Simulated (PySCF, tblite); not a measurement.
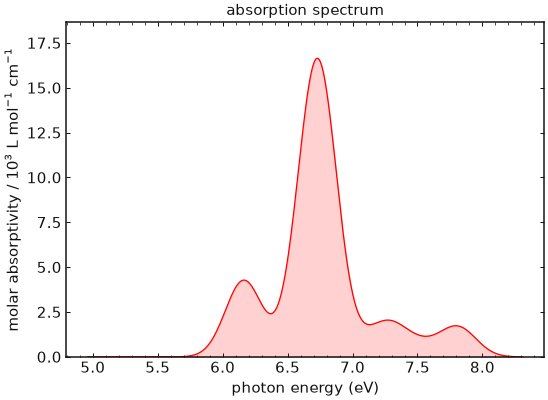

Vertical TDDFT excitations, B3LYP/def2-SVPD, PySCF, at a GFN2-xTB geometry (a minimum by its frequencies), gas phase. Only the first 8 singlet excitations are included; each is broadened by a Gaussian of 1/e half-width 0.20 eV.

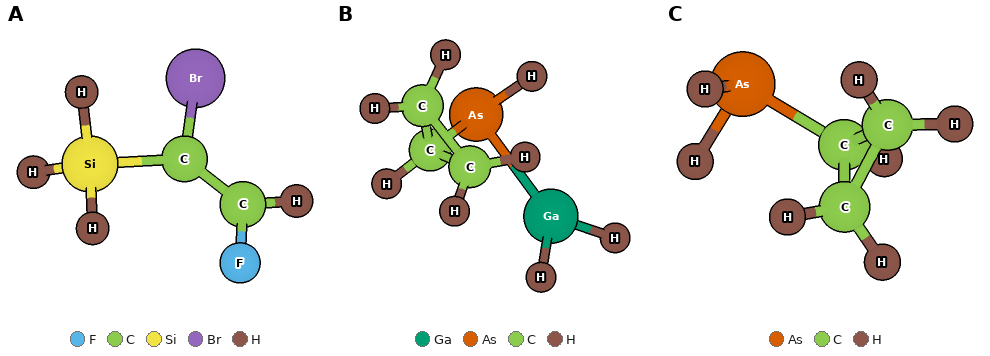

**Whose absorption spectrum is this? Choose among the lettered structures.**

Structure C, C₃H₇As, SMILES [AsH2]C1CC1. Its lowest singlet lies at 6.16 eV (f = 0.053) and the brightest of those computed is S3 at 6.75 eV (184 nm), f = 0.158, mainly HOMO → LUMO+2 (90 %).

Known limits of this run: states above the negative HOMO energy depend on the basis; the tight-binding geometry is rougher than a DFT one and adds to the error; core orbitals are frozen in the response.
